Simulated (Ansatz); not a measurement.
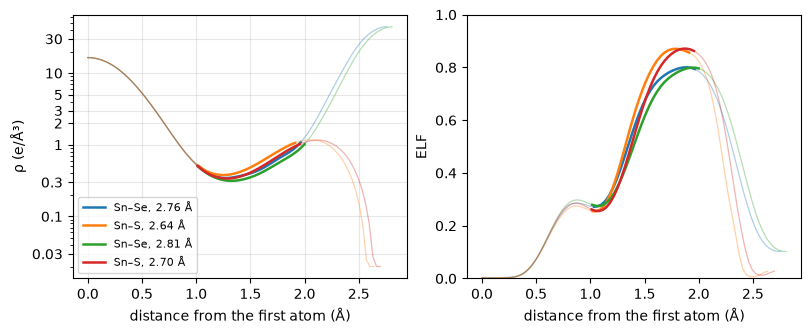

Figure 1: Sn₄Se₃S. Valence pseudo-density and electron localisation function along straight lines between neighbouring atoms. Thin, pale parts lie inside the atomic spheres.

Space group P2₁; a generated structure, not necessarily the stable one.

The calculation used DFT PBE+D3(BJ), scalar-relativistic, plane waves, PAW (Ansatz).

In a PAW calculation such maps are meaningful between the atoms, not at the nuclei.

**What can be read from the curves?**

Sn–Se (2.76 Å): ρ at the midpoint is about 0.36 e/Å³; the ELF is about 0.55 at the midpoint.
Sn–S (2.64 Å): ρ is about 0.39 e/Å³ halfway; the ELF peaks at about 0.85 in the valence shell of S, 0.9 Å from its nucleus, and is about 0.50 at the midpoint.
Sn–Se (2.81 Å): the density is about 0.32 e/Å³ at the midpoint; the ELF is about 0.50 at the midpoint and 0.25 at its lowest between the atoms.
Sn–S (2.70 Å): ρ at the midpoint is about 0.34 e/Å³; the ELF peaks at about 0.85 in the valence shell of S, 0.8 Å from its nucleus, and drops to about 0.25 between the two atoms.
